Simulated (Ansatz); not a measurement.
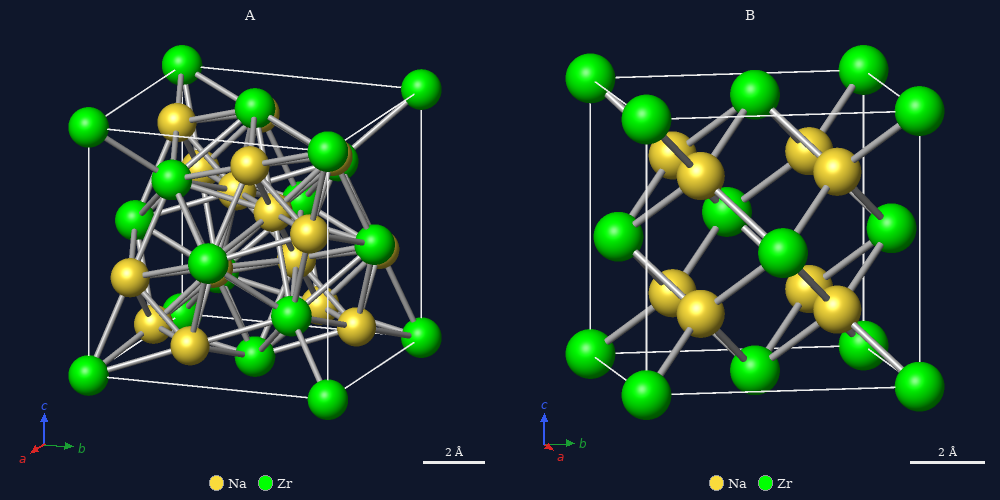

Two structures of Na2Zr, each relaxed to rest (conventional cells in solid outline, small ones repeated, not to one scale). Method: Ansatz, DFT PBE, scalar-relativistic, plane waves, PAW, without spin polarisation.

Question: What are A and B?

Answer: A: cubic Laves phase (C15, MgCu₂ type), Fd-3m. B: antifluorite, Fm-3m.

Question: Which form lies lower?

Answer: A is lower, by 688 meV/atom at this level of theory (energies at zero smearing). Volumes: A 26.0, B 35.9 Å³/atom.

One or both may be structure types tried for this composition rather than known phases.
